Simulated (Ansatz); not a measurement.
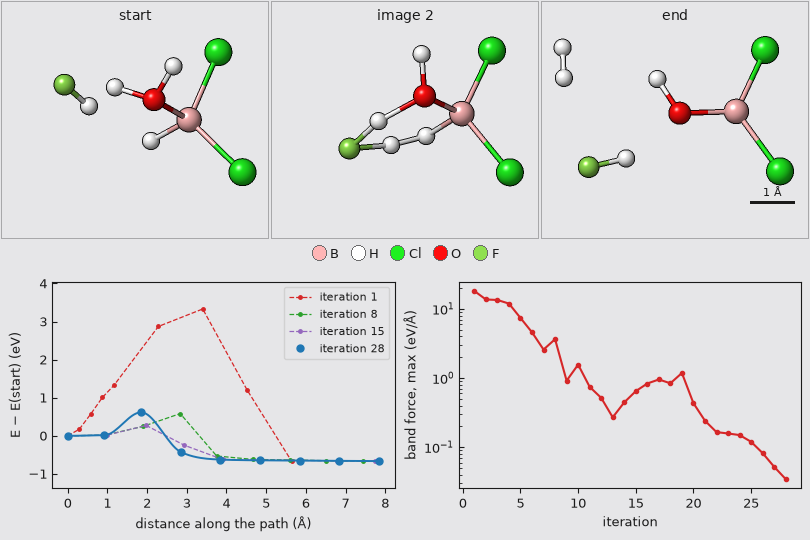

A search for the minimum-energy path of BH4OCl2F by the nudged elastic band. Images are numbered from 0 (start) to 8 (end). The plot follows the band through its iterations. The picture is a ball-and-stick view, seen from a free direction.

Level of theory: Ansatz, RKS B3LYP/def2-SVP. Set-up: 7 movable images; climbing image; force threshold 0.05 eV/Å; iteration limit 60; spring constant 50.0 eV/Å²; starting path through a guess of the saddle point.

**Did the band converge, and can the barrier be trusted?**

The run is converged, with reservations. The band converged in 28 iterations. The largest component of the band force went from 18 to 0.035 eV/Å. The climbing image converged on the top of the path. Its curvatures weren't checked. The spring constant is far from the usual few eV/Å², which spoils the spacing or the steps. The first iteration put the highest image at 3.33 eV. The highest point, image 2, lies 0.62 eV above the start and 1.28 eV above the end; the end is at −0.66 eV relative to the start.

The run took 4.3 min on 2 threads of Intel(R) Xeon(R) Platinum 8488C (Sapphire Rapids) (shared host), peak memory 0.22 GiB.
